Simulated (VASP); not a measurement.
Band structure of HfB2 (AlB2 type). Level of theory: r2SCAN+rVV10, VASP's PBE PAW potentials (set 64) (plane waves; VASP).

Unless said otherwise, spin-orbit coupling is left out, though it shifts the bands of the heavy elements here.

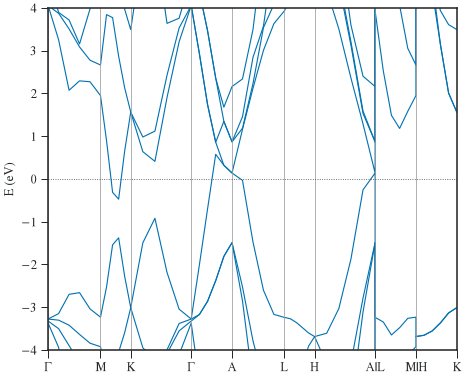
Bands along high-symmetry lines, zero at the valence-band maximum or, without a gap, the Fermi level

### Question
Read the plot: is there a gap, and where are the band edges?

### Answer
It has no gap at this level: it comes out as a metal or semimetal.

The compound is HfB2 in the AlB2 type structure. It was relaxed first.
